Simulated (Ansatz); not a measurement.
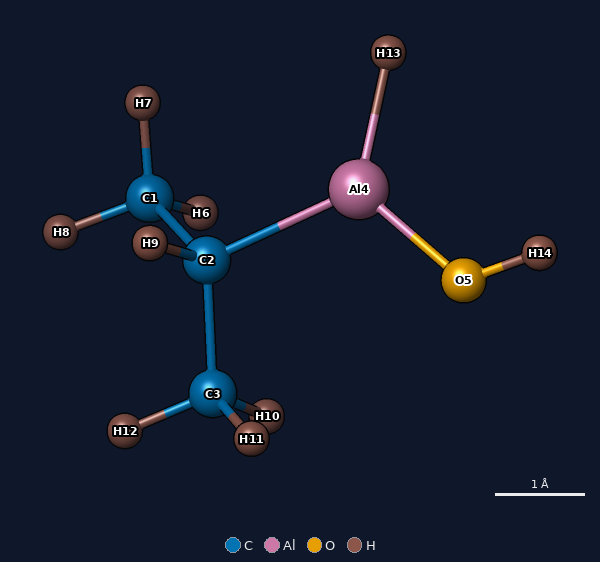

Figure 1. The structure as given in the input (ball-and-stick view, seen at a tilt; atoms are numbered from 1 in the order of the input). Sticks mark near contacts. Bond lengths as drawn: Al–C 1.96 Å, Al–H 1.59 Å, Al–O 1.70 Å, C–C 1.53 Å, C–H 1.09 to 1.10 Å and H–O 0.96 Å.

Single-point calculation of C$_{3}$H$_{9}$AlO

- system: C$_{3}$H$_{9}$AlO, SMILES C[CH](C)[AlH][OH]
- method: RKS BLYP-D4/def2-TZVPP (Ansatz 0.2.0)

The geometry comes from this level: PBE0-D4/def2-TZVP.

Log
```
Functional definition: BLYP
  name "BLYP"
  cite "Becke, Phys. Rev. A 38, 3098 (1988) doi:10.1103/PhysRevA.38.3098"
  cite "Lee, Yang & Parr, Phys. Rev. B 37, 785 (1988) doi:10.1103/PhysRevB.37.785"
  parameter beta = 0.0042
  parameter a = 0.04918
  parameter b = 0.132
  parameter c = 0.2533
  parameter d = 0.349
  exchange = b88_x(beta = beta)
  correlation = lyp_c(a = a, b = b, c = c, d = d)
1491 factors; their error is unknown
mean field evaluation 1: about -11877.5490 eV, gradient 1.1e2 eV
mean field evaluation 2: about -11755.9229 eV, gradient 2.3e2 eV
mean field evaluation 4: about -11901.6255 eV, gradient 3.1e1 eV
mean field evaluation 8: about -11903.4312 eV, gradient 1.6e-1 eV
mean field evaluation 16: about -11903.3970 eV, gradient 5.3e-4 eV
mean field -11903.39695331 eV, -437.4417696220 hartree, gradient 6.1e-5 eV, S^2 0.000000; 0 other end points of the search recorded, 0 dependent functions left out
reference -11903.39738471 eV, -437.4417854756 hartree; 24, 24 occupied and 268, 268 virtual orbitals, 1491 factors
Total energy: -11903.97179763 eV, -437.4628947611 hartree
```

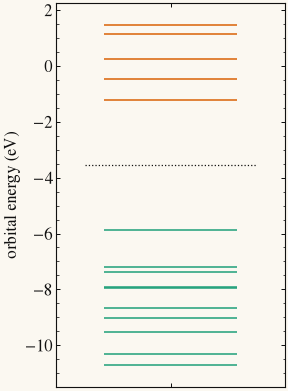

Figure 2. Orbital energies near the frontier; the dotted line parts filled from empty levels, and levels within 0.02 eV of each other stand side by side. Highest filled −5.87 eV, lowest empty −1.24 eV, 4.63 eV apart.

The run was set up as follows.

The input
```yaml
crystal:
  periodic: [false, false, false]
  atoms:
    - {symbol: C, position_ang: [-1.186162, 0.221076, 1.212272]}
    - {symbol: C, position_ang: [0.152635, 0.205326, 0.473224]}
    - {symbol: C, position_ang: [0.817912, -1.167980, 0.543753]}
    - {symbol: Al, position_ang: [-0.001855, 0.901912, -1.352884]}
    - {symbol: O, position_ang: [1.029819, 0.242122, -2.533722]}
    - {symbol: H, position_ang: [-1.894850, -0.489713, 0.774059]}
    - {symbol: H, position_ang: [-1.662588, 1.205624, 1.192970]}
    - {symbol: H, position_ang: [-1.063658, -0.062946, 2.264210]}
    - {symbol: H, position_ang: [0.815259, 0.923097, 0.983579]}
    - {symbol: H, position_ang: [0.197828, -1.936234, 0.071075]}
    - {symbol: H, position_ang: [1.786071, -1.184012, 0.038084]}
    - {symbol: H, position_ang: [0.976242, -1.479851, 1.583290]}
    - {symbol: H, position_ang: [-1.013809, 2.054473, -1.778758]}
    - {symbol: H, position_ang: [1.034257, 0.538002, -3.442450]}
basis:
  gaussian: {orbitals: def2-TZVPP}
hamiltonian: {xc: {name: BLYP}, dispersion: d4}
output: {orbitals: {seedname: orbitals}}
```

Key numbers

```tsv
quantity	value
outcome	converged
total energy	−11903.9718 eV
mean-field energy	−11903.3974 eV
dispersion energy	−0.5744 eV
SCF solution under orbital rotations	stable
HOMO	−5.87 eV
LUMO	−1.24 eV
hardware	4 CPU threads, shared host
wall time	2.1 s (CPU time 7.5 s)
peak memory	0.41 GiB
```
